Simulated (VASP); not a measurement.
Band structure of Dy (hcp). Computed with PBE GGA, VASP's PBE PAW potentials (set 64) (plane waves; VASP 6.6.1).

The 4f electrons are frozen in the core of the lanthanide potential, so 4f levels, which can set the real gap, and their magnetism are missing.

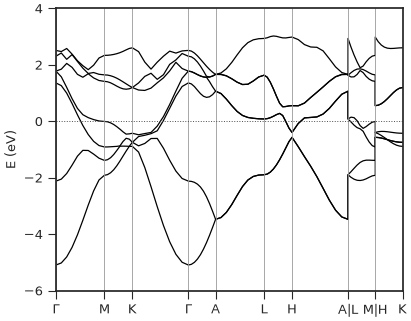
Figure: Bands along high-symmetry lines, zero at the valence-band maximum or, without a gap, the Fermi level

Question: Read the plot: is there a gap, and where are the band edges?

Answer: It has no gap at this level: it comes out as a metal or semimetal. (Edges off the drawn lines would not show.)

The compound is Dy in the hcp structure. It was relaxed first.
